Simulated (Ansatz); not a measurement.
# CClFGe (triplet): what the fields show

Input

```
crystal:
  periodic: [false, false, false]
  atoms:
    - symbol: C
      position_ang: [1.410512, -1.275768, 1.198111]
    - symbol: Cl
      position_ang: [2.259720, 0.911271, -0.815571]
    - symbol: F
      position_ang: [0.978395, -2.014077, 2.168552]
    - symbol: Ge
      position_ang: [1.297892, 0.693228, 1.140908]
basis:
  gaussian:
    orbitals: def2-TZVPD
magnetization:
  spin_polarized: true
  initial_magnetization: 2
output: {forces: true, orbitals: {seedname: orbitals}}
hamiltonian:
  xc: {name: PBE0}
```

Run with:

```sh
ansatz run input.yaml --threads 1 --pin off --max-ram 2610MiB --events-out events.jsonl --progress --plain --runs-dir runs
```

Geometry: PBE0-D3(BJ)/def2-SVP.

Level of theory: isolated molecule in a Gaussian basis; Kohn-Sham density functional theory, functional PBE0 (Ansatz).

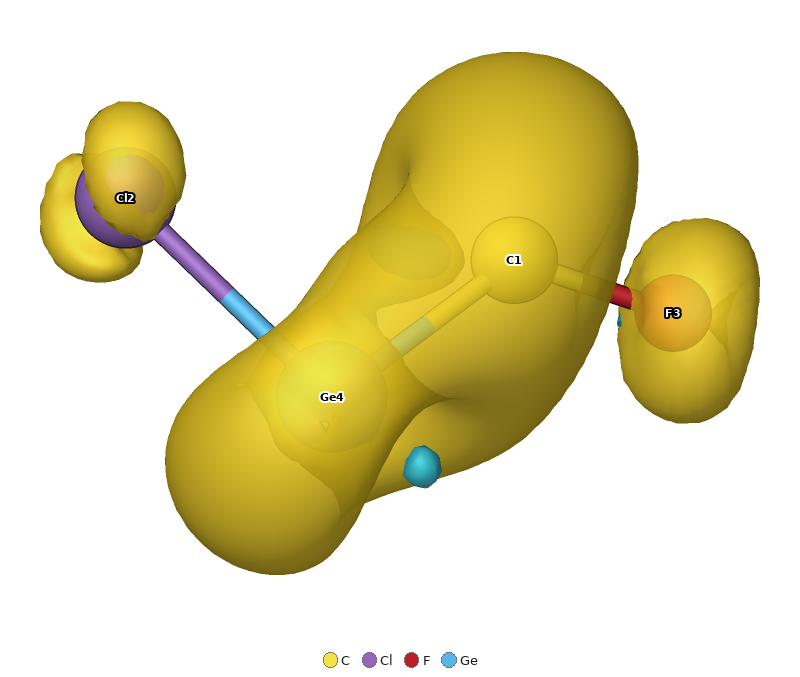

Figure 1. Isosurfaces of the spin density (α minus β) at +0.02 (yellow) and −0.02 e/Å³ (cyan), seen at a tilt.

**Which atoms carry the spin?**

The unpaired spin (2 electrons) lies mostly on C1 (about 1.2), Ge4 (about 0.5) and F3 (about 0.2), in electrons by Hirshfeld's partition.

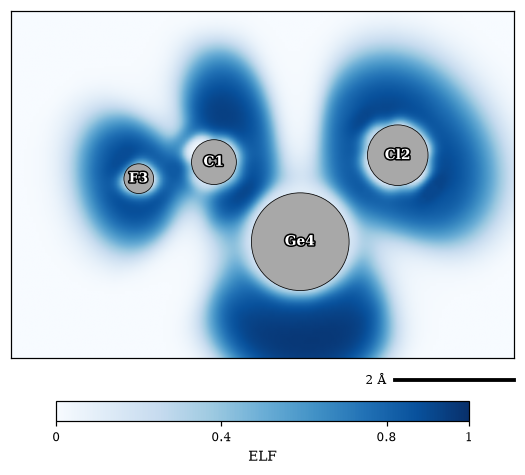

Figure 2. ELF on the molecular plane. Grey discs cover the atomic cores.

**What do the fields say about this system?**

The section cuts through C, Cl, F and Ge sites. C–F (1.29 Å): the ELF peaks at about 0.85 between the atoms; a polar covalent bond. C–Ge (1.97 Å): the ELF peaks at about 0.90 in the valence shell of C, 0.7 Å from its nucleus, and is about 0.55 at the midpoint. Ge–Cl (2.19 Å): the ELF peaks at about 0.85 in the valence shell of Cl, 0.8 Å from its nucleus, and is about 0.65 at the midpoint. The ELF also peaks beside F3, Cl2 and C1, away from the bonds: non-bonding electrons, paired or unpaired.

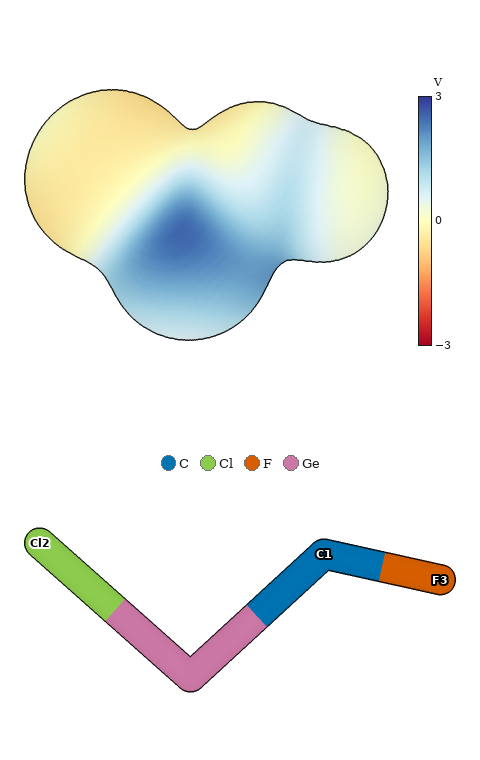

Figure 3. The molecular electrostatic potential painted on the density surface at 0.004 e/bohr³, seen at a tilt; red is negative and blue positive. The bare structure is drawn below in the same view.

**Which sites attract a positive test charge, and which a negative one?**

A positive charge is drawn to the negative regions and a negative charge to the positive ones. The most negative region (about −0.6 V) lies over Cl2, the most positive (about +2.5 V) over Ge4.
